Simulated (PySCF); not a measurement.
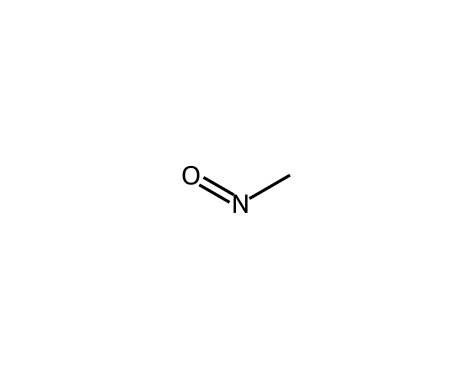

A structural formula.

Question: Transcribe the drawing into SMILES.

Answer: CN=O

Question: What is the molecular formula?

Answer: CH3NO.

More results for the same structure follow; atom numbers are the same in all pictures, views and colours differ. The geometry was computed by an optimisation with PBE0-D3(BJ)/def2-SVP. No frequency run is at hand to confirm it as a minimum.

## Shape

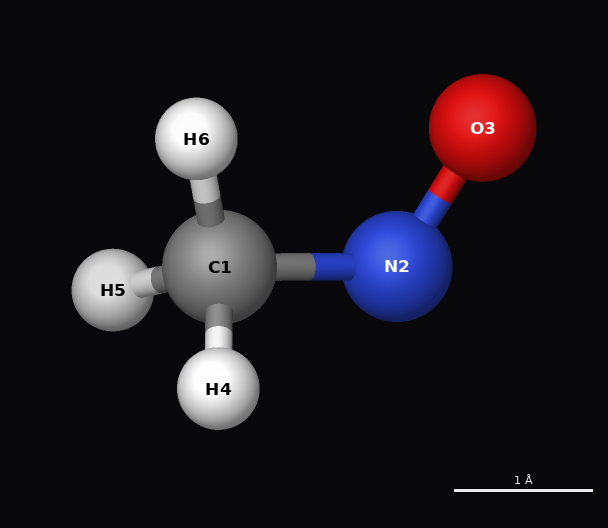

Atoms carry their numbers in the input. No frequency run is at hand to confirm it as a minimum.

Estimate the angles N2–C1–H4, N2–C1–H6, H4–C1–H5, H4–C1–H6, C1–N2–O3.

| angle | degrees |
| --- | --- |
| N2–C1–H4 | 107.2 |
| N2–C1–H6 | 111.9 |
| H4–C1–H5 | 106.8 |
| H4–C1–H6 | 112.0 |
| C1–N2–O3 | 114.1 |

## Polarisability

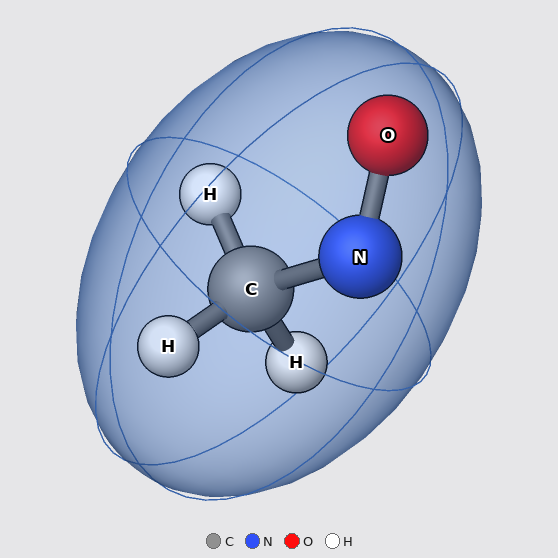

The ellipsoid shows the static dipole polarisability: its half-axes are proportional to the principal values. No frequency run is at hand to confirm it as a minimum. Method: LC-wPBE/def2-SVPD (PySCF 2.14.0).

Question: Give the principal values, the mean and the anisotropy.

Answer: Principal values 21.2, 23.9, 33.0 bohr³; mean 26.0 bohr³ (3.86 Å³); anisotropy 10.7 bohr³, so the longest axis is 1.56 times the shortest.

## Excitation

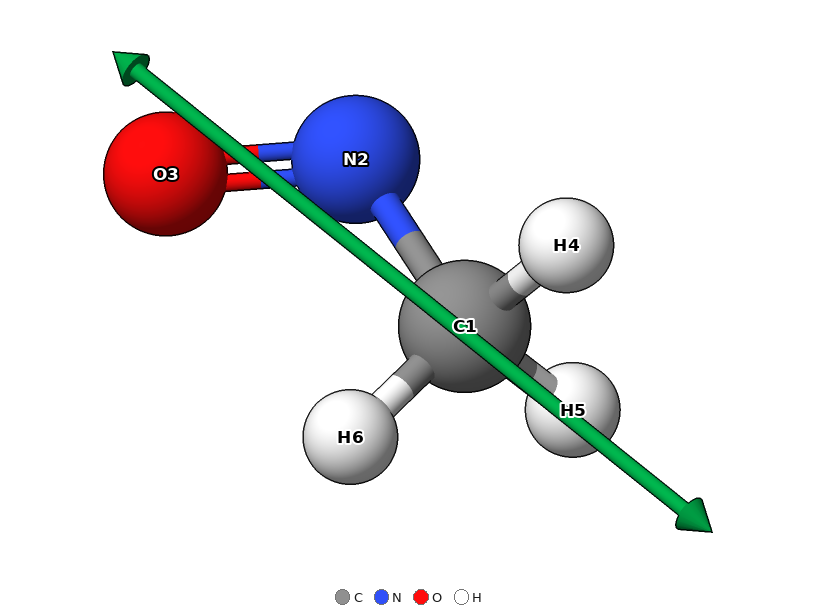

The double arrow shows the direction of the transition dipole to excited singlet state 7 (its length means nothing). No frequency run is at hand to confirm it as a minimum. Level of theory: TDDFT BHandHLYP/def2-SVPD, vertical, gas phase, core orbitals frozen in the response (PySCF 2.14.0).

Question: Give its energy, strength and character.

Answer: 9.06 eV (137 nm), oscillator strength 0.32, mainly HOMO−1 → LUMO (weight 0.51); transition dipole 3.03 D.

## Quadrupole coupling

No frequency run is at hand to confirm it as a minimum. Electric field gradients from the ground-state density, B3LYP/cc-pVTZ (PySCF 2.14.0), non-relativistic apart from any core potentials.

Give the largest field-gradient component, the quadrupole coupling constant and the asymmetry for 14N at N2 (Q = 20.44 mb), 17O at O3 (Q = −25.6 mb), 2H at H4 (Q = 2.86 mb), 2H at H6 (Q = 2.86 mb).

| atom | V_zz (a.u.) | e²qQ/h (MHz) | η |
| --- | --- | --- | --- |
| N2 | −1.490 | −7.16 | 0.75 |
| O3 | −3.006 | 18.08 | 0.35 |
| H4 | 0.266 | 0.179 | 0.05 |
| H6 | 0.260 | 0.175 | 0.04 |
